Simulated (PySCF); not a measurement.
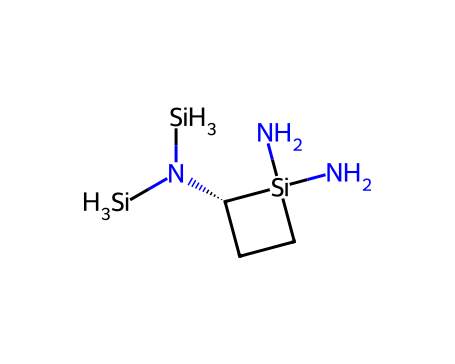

The geometry was computed by an optimisation with GFN2-xTB. No frequency run is at hand to confirm it as a minimum. Level of theory: PBE0/pcSseg-1, gas phase (PySCF 2.14.0).

What does the calculation give?

The species is C₃H₁₅N₃Si₃ (`N[Si]1(N)CC[C@@H]1N([SiH3])[SiH3]`).
- dipole moment: 1.38 D
- HOMO energy (Kohn–Sham orbital): −6.55 eV
- LUMO energy (Kohn–Sham orbital): 0.22 eV
- HOMO–LUMO gap: 6.77 eV

The geometry is semi-empirical. Around Si such bond lengths and angles can be off by a tenth of an ångström or more and by several degrees, and values that hang on the shape move with them.
